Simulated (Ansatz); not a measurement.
# GeSiH4O (SMILES [SiH3][O][GeH]) at HSE06/def2-SVP

Aim: the electronic atomisation energy of GeSiH4O at HSE06/def2-SVP, from 5 runs. 

The results are computed with Ansatz 0.2.0.

68 further runs of the same task are left out: 68 set aside as unsound or not needed.

## Step 1: The structure to begin with

GeSiH4O has 7 atoms, charge 0, and is taken as a singlet. As SMILES, `[SiH3][O][GeH]`. The coordinates come from a PBE0-D4/def2-TZVP relaxation. This is one conformer, not always the lowest.

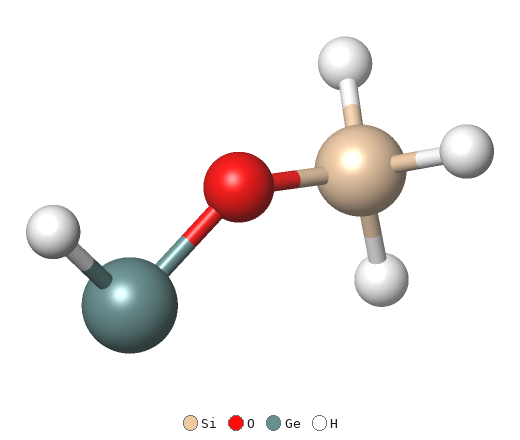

Viewed from a chosen angle; silicon light orange, oxygen red, germanium teal, hydrogen white.

## Step 2: A single-point energy at HSE06/def2-SVP

job.yaml

```yaml
crystal:
  periodic: [false, false, false]
  atoms:
    - symbol: Si
      position_ang: [-0.741700, 0.650900, -0.296500]
    - symbol: O
      position_ang: [0.533500, -0.139300, 0.373700]
    - symbol: Ge
      position_ang: [1.261400, -1.756200, 0.134200]
    - symbol: H
      position_ang: [-1.409200, -0.197600, -1.323800]
    - symbol: H
      position_ang: [-0.260900, 1.901300, -0.937500]
    - symbol: H
      position_ang: [-1.722500, 0.988100, 0.766400]
    - symbol: H
      position_ang: [2.400800, -1.515100, 1.238000]
basis:
  gaussian:
    orbitals: def2-SVP
magnetization:
  spin_polarized: false
  initial_magnetization: 0
hamiltonian:
  xc: hse06
accuracy: high
output: {orbitals: {seedname: orbitals}}
```

Launch:

```sh
ansatz run job.yaml --threads 1 --pin off --max-ram 3480MiB --events-out events.jsonl --progress --plain --runs-dir runs
```

What it wrote:

```text
Warning: RAYON_NUM_THREADS=1 ignored (pool sized by the plan → 1); use --threads N
Functional definition: HSE06
  name "HSE06"
  parameter a = 0.25
  parameter omega = 0.11/bohr
  exchange = pbe_x - a*pbe_x_sr(omega) + a*exact_x_sr(omega)
  correlation = pbe_c
1725 factors; integrals over basis functions are off by at most 5.4e-9 eV
101 factors; integrals over basis functions are off by at most 2.0e-9 eV
mean field evaluation 1: about -66479.5657 eV, gradient 5.0e1 eV
mean field evaluation 2: about -66443.0680 eV, gradient 1.3e2 eV
mean field evaluation 4: about -66484.0585 eV, gradient 3.5e0 eV
mean field evaluation 8: about -66484.2042 eV, gradient 3.4e-1 eV
mean field evaluation 16: about -66484.2044 eV, gradient 6.5e-6 eV
mean field -66484.20438525 eV, -2443.2494465456 hartree, gradient 4.9e-8 eV, S^2 0.000000; 0 other end points of the search recorded, 0 dependent functions left out
reference -66484.20438846 eV, -2443.2494466637 hartree; 29, 29 occupied and 55, 55 virtual orbitals, 1725 factors
Total energy: -66484.20438846 eV, -2443.2494466637 hartree
```

Run time: 6.6 s. Hardware: 1 thread of AMD EPYC 7R43 (Zen 3), shared host; peak memory 0.3 GiB.

## Step 3: The Ge atom

input.yaml

```yaml
crystal:
  periodic: [false, false, false]
  atoms:
    - {symbol: Ge, position_ang: [0.000000, 0.000000, 0.000000]}
basis:
  gaussian: {orbitals: def2-SVP}
accuracy: high
magnetization: {spin_polarized: true, initial_magnetization: 2}
hamiltonian: {xc: {name: HSE06}}
```

Run the same way, it converges to -2076.39607 Eh (log not shown).

## Step 4: The H atom

molecule.yaml

```yaml
crystal:
  periodic: [false, false, false]
  atoms:
    - {symbol: H, position_ang: [0.000000, 0.000000, 0.000000]}
basis:
  gaussian: {orbitals: def2-SVP}
accuracy: high
hamiltonian: {xc: hse06}
magnetization: {spin_polarized: true, initial_magnetization: 1}
```

Run the same way, it converges to -0.50000 Eh (log not shown).

## Step 5: The O atom at the same level

molecule.yaml

```yaml
crystal:
  periodic: [false, false, false]
  atoms:
    - {symbol: O, position_ang: [0.000000, 0.000000, 0.000000]}
basis:
  gaussian:
    orbitals: def2-SVP
magnetization:
  spin_polarized: true
  initial_magnetization: 2
hamiltonian:
  xc: hse06
accuracy: high
```

Launch:

```sh
ansatz run molecule.yaml --threads 1 --pin off --max-ram 3480MiB --events-out events.jsonl --progress --plain --runs-dir runs
```

What it wrote:

```text
Warning: RAYON_NUM_THREADS=1 ignored (pool sized by the plan → 1); use --threads N
[... 6 set-up lines as earlier in the session ...]
95 factors; integrals over basis functions are off by at most 1.2e-9 eV
26 factors; integrals over basis functions are off by at most 9.0e-10 eV
mean field evaluation 1: about -2038.6172 eV, gradient 5.4e0 eV
mean field evaluation 2: about -2038.6951 eV, gradient 2.5e0 eV
mean field evaluation 4: about -2038.7204 eV, gradient 2.4e-2 eV
mean field evaluation 8: about -2038.7204 eV, gradient 1.4e-4 eV
mean field -2038.72038659 eV, -74.9215923128 hartree, gradient 6.2e-8 eV, S^2 2.002316; 0 other end points of the search recorded, 0 dependent functions left out
reference -2038.72038723 eV, -74.9215923362 hartree; 5, 3 occupied and 9, 11 virtual orbitals, 95 factors
Total energy: -2038.72038723 eV, -74.9215923362 hartree
```

It took 0.38 s on 1 thread of AMD EPYC 7R43 (Zen 3), shared host.

## Step 6: The Si atom

in.yaml

```yaml
crystal:
  periodic: [false, false, false]
  atoms:
    - {symbol: Si, position_ang: [0.000000, 0.000000, 0.000000]}
basis:
  gaussian:
    orbitals: def2-SVP
magnetization:
  spin_polarized: true
  initial_magnetization: 2
hamiltonian:
  xc: {name: HSE06}
accuracy: high
```

Run the same way, it converges to -289.14547 Eh (log not shown).

## Step 7: What came out

At HSE06/def2-SVP:

| quantity | value |
| --- | --- |
| molecule: total energy | -2443.24945 Eh |
| molecule: HOMO energy | -6.37 eV |
| molecule: LUMO energy | -2.83 eV |
| molecule: HOMO–LUMO gap | 3.54 eV |
| Ge atom: total energy | -2076.39607 Eh |
| Ge atom: ⟨S²⟩ | 2.003 |
| H atom: total energy | -0.50000 Eh |
| H atom: ⟨S²⟩ | 0.750 |
| O atom: total energy | -74.92159 Eh |
| O atom: ⟨S²⟩ | 2.002 |
| Si atom: total energy | -289.14547 Eh |
| Si atom: ⟨S²⟩ | 2.004 |
| electronic atomisation energy | 21.396 eV |

What this shows: Taking the molecule apart into free atoms costs 21.40 eV (493 kcal/mol), before zero-point energy and without spin-orbit coupling.
